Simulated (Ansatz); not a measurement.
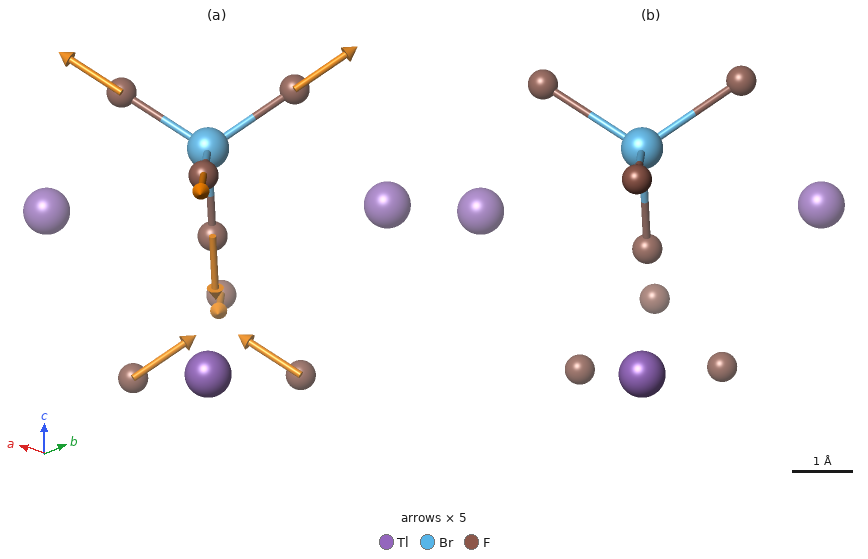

The structure of crystalline TlBrF$_{4}$ (a generated structure, set up in F-43m) before (left) and after (right) a relaxation, at one scale. The orange arrows give the displacements, 5 times their true length.

The picture is a ball-and-stick view of the atoms within 4.2 Å of the atom that moves most (axes of the conventional cell (4 times the calculation's cell)), seen from a free direction. Lengths and directions refer to the drawn axes.

The start is a swapped structure.

Method: DFT, PAW plane waves, r2SCAN (Ansatz 0.2.0). (plane-wave cutoff 500 eV; k-point mesh 7 × 7 × 7; occupations methfessel paxton; smearing width 0.1001 eV; no spin polarisation; atoms relaxed in a fixed cell; at most 60 steps)

Summarise the run.

The largest moves, 0.26 Å, are those of F atoms. Br and Tl stay in place. The cell stays as it was. Some distances before and after: Br–F 1.769 → 2.027 Å. The space group stays F-43m (No. 216). After 3 accepted moves (4 points after the start) the energy has fallen by 2.886 eV per cell of the calculation. Largest force component: 3.6 eV/Å at the start, 0.0084 eV/Å at the end. 1 step only repeated the SCF at the same geometry.
